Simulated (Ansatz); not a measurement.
## Electronic structure of H₈Si₈ (charge +1, doublet) in real space

```
atom    x (Å)    y (Å)    z (Å)
  Si   0.5118   1.1888  -1.4719
  Si  -1.8126  -0.7218  -0.0606
  Si   1.9821   1.0150   0.3897
  Si   0.9106   0.6736   2.4114
  Si  -0.5559  -1.0585   1.9333
  Si   1.5282  -1.3517   0.7395
  Si  -1.7147   1.5590  -0.7242
  Si   0.1902  -1.1706  -1.2825
   H   3.3851   1.5417   0.4636
   H  -2.5812   1.7190  -1.9436
   H   2.6119  -2.2756   1.2154
   H  -3.0801  -1.5286  -0.1037
   H  -0.9348  -1.9206   3.1013
   H   1.1119   1.9259  -2.6360
   H   0.4156  -2.2204  -2.3322
   H  -1.9681   2.6249   0.3005
```

Geometry: PBE-D4/def2-SVP.

Method: UKS PBE0-D4/def2-TZVP (Ansatz).

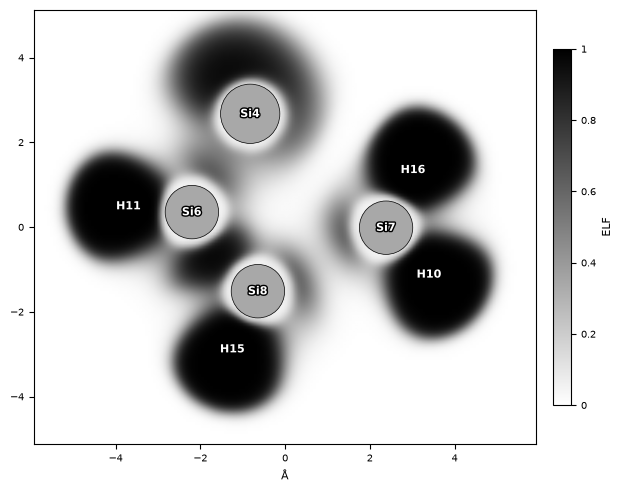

Figure 1. Electron localisation function on the plane of atoms Si6, Si8 and H15. Grey discs cover the atomic cores.

Q: Describe what can be read from this map.

A: The plane passes through Si and H nuclei.
Si–H (1.50 Å): the ELF climbs to about 1 towards the hydrogen, as it does in any bond to H.
Si–Si (2.43 Å): the ELF peaks at about 0.95 between the atoms (a shared electron pair).
The ELF also peaks beside Si4, away from the bonds: non-bonding electrons, paired or unpaired.

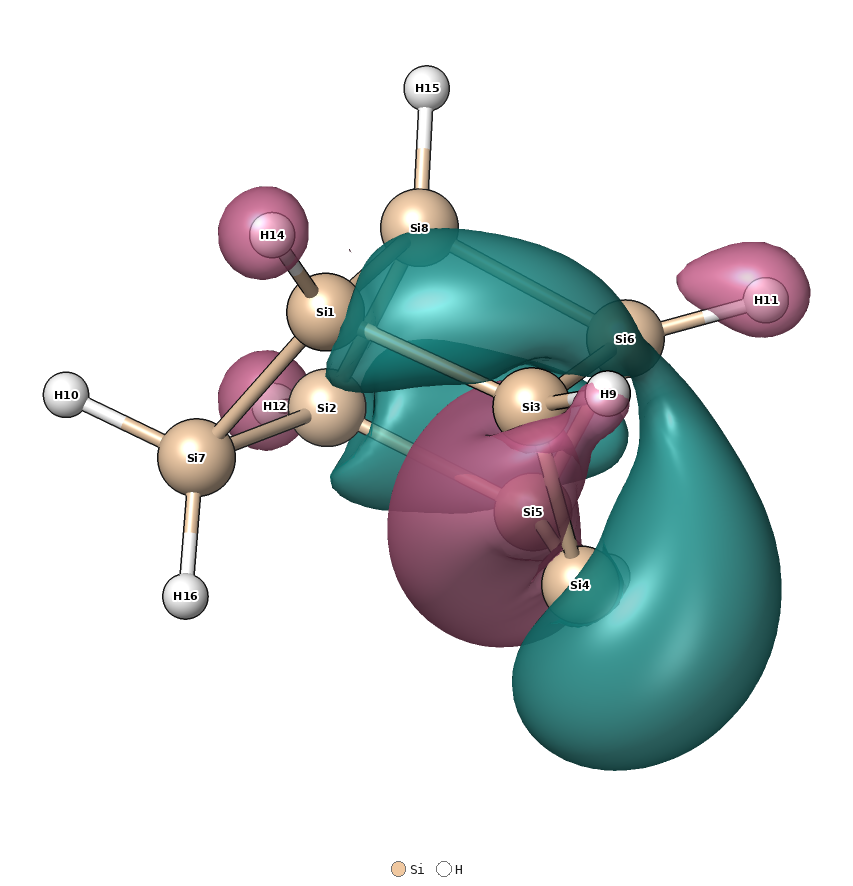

Figure 2. The LUMO (β) at ±0.08 Å⁻³ᐟ² (teal and pink are the two phases), seen from one side.

Q: Describe this orbital and give its energy.

A: It lies mainly on Si4 (about 45 %), Si3 (about 15 %) and Si5 (about 15 %). Its energy is −7.91 eV.

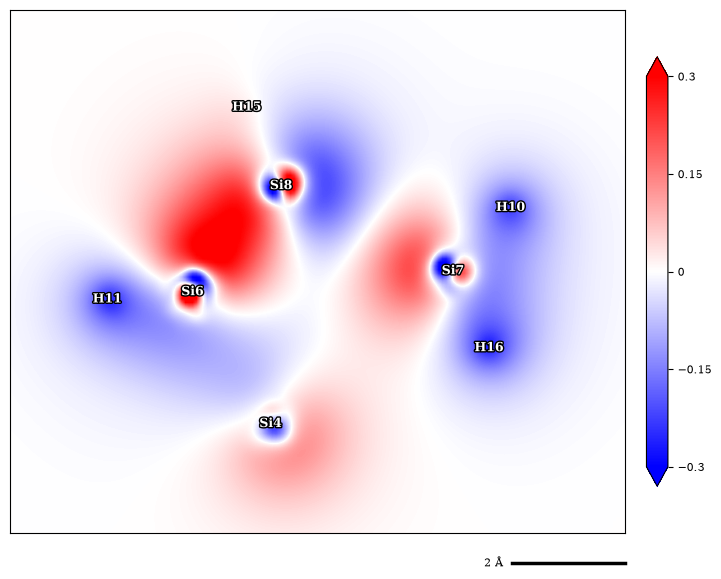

Figure 3. The HOMO−1 (β) on the plane of atoms Si8, Si6 and H11 (values in Å⁻³ᐟ²; the overall sign is arbitrary).

Q: Where does this orbital lie, and at what energy?

A: It lies mainly on Si8 (about 20 %), Si6 (about 20 %), Si7 (about 15 %), Si1 (about 10 %) and Si2 (about 10 %). Its energy is −11.20 eV.
